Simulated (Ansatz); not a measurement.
Formation energy of the bound charge states of B on the Si site + C vacancy in 4H silicon carbide (start: the Si(h) site; C(h) 1.90 Å away, along c; 96-site cell, 2×2×2 shifted sampling) against the Fermi level, Si-rich (Δμ(C) = -0.41 eV, Δμ(Si) = 0.00 eV, Δμ(B) = -0.023 eV, bounded by B4C (Cm); only phases computed here count, gases as isolated molecules at 0 K). Method: PBE, PAW (plane waves to 420 eV; Ansatz, a quantum-chemistry and plane-wave program).

Cell and caveats: 96-site cell; 2×2×2 shifted k-points; host gap 2.23 eV; charged states image-corrected; not converged in cell size; flagged in the runs: a host whose relaxation on this sampling wasn't shown to rest.

Left out: charge +2 (carrier in host band states).

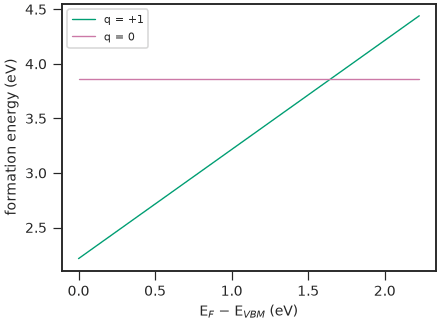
*Formation energy of each charge state against the Fermi level*

Crossings of the lowest lines: (+1/0) at 1.65 eV. At the valence-band maximum: q = +1: 2.22 eV; q = 0: 3.86 eV.
